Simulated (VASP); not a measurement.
Band structure of Cu2SrAs2 (space group I4/mmm). Computed with PBEsol GGA, VASP's PBE PAW potentials (set 64) (plane waves; VASP).

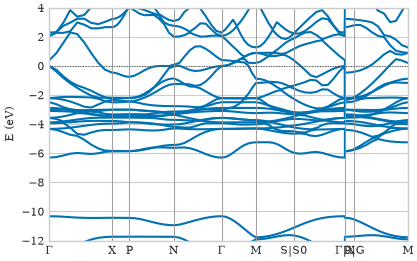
Figure. Bands along high-symmetry lines, zero at the valence-band maximum or, without a gap, the Fermi level

Question: Read the plot: is there a gap, and where are the band edges?

Answer: It has no gap at this level: it comes out as a metal or semimetal. (Edges off the drawn lines would not show.)

The structure comes from a computed database's Cu2SrAs2 entry (I4/mmm); how it stands against other phases isn't given here. It was relaxed first.
